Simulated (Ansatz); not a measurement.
HNSi2 (charge +1, doublet)

```xyz
4

N    -1.0474    0.3773   -0.8086
Si    0.0531    0.9329    0.4236
Si   -0.0013   -0.8348   -1.4974
H    -2.0006    0.6688   -1.0498
```

Geometry: B3LYP/6-31G*.

Method: isolated molecule in a Gaussian basis; Kohn-Sham density functional theory, functional PBE0 (Ansatz).

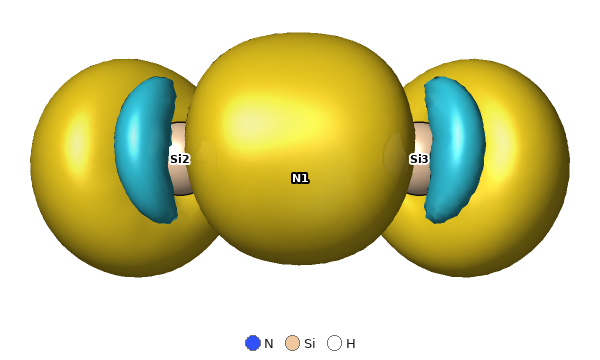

Figure 1. Isosurfaces of the spin density at +0.015 (yellow) and −0.015 e/Å³ (cyan), seen from one side.

> Describe the spin distribution.

The unpaired spin (1 electron) lies mostly on Si2 (about 0.5) and Si3 (about 0.5), in electrons by Hirshfeld's partition.

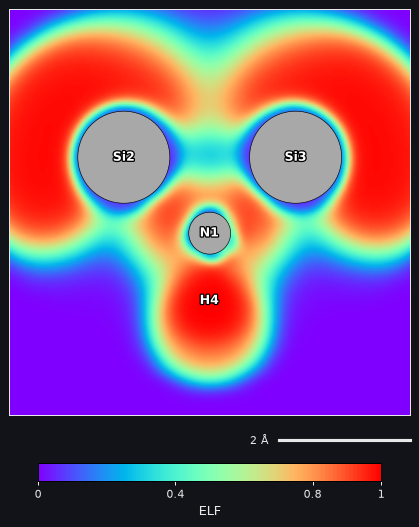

Figure 2. Electron localisation function on the molecular plane. Grey discs cover the atomic cores.

> Read the bonding off the picture.

The section cuts through N, Si and H sites. Si–N (1.74 Å): the ELF peaks at about 0.90 between the atoms; a shared but strongly polarised pair. N–H (1.03 Å): the ELF climbs to about 1 towards the hydrogen, as it does in any bond to H: a covalent bond by its length. The ELF also peaks beside Si3 and Si2, away from the bonds: non-bonding electrons, paired or unpaired.

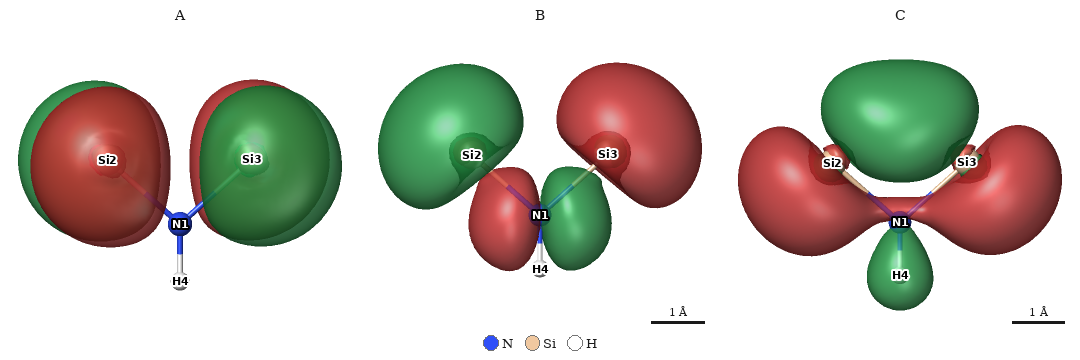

Figure 3. Three frontier orbitals at ±0.08 Å⁻³ᐟ² (green and red are the two phases), in no order.

> Which picture is the HOMO−1, the HOMO and the LUMO? All are α orbitals.

B is the HOMO−1 (α) (−13.97 eV). It lies mainly on Si2 (about 40 %), Si3 (about 40 %) and N1 (about 25 %); it is symmetric in the molecular plane (an in-plane orbital: σ, lone-pair or in-plane π type). C is the HOMO (α) (−12.02 eV). By Hirshfeld shares it lies mainly on Si2 (about 45 %), Si3 (about 45 %) and N1 (about 5 %); it is symmetric in the molecular plane (an in-plane orbital: σ, lone-pair or in-plane π type). A is the LUMO (α) (−7.88 eV). Its weight (Hirshfeld) is mainly on Si2 (about 45 %) and Si3 (about 45 %); it changes sign across the molecular plane (π type).

> What is the gap between the highest occupied and lowest empty α orbitals?

4.14 eV between the orbital energies.
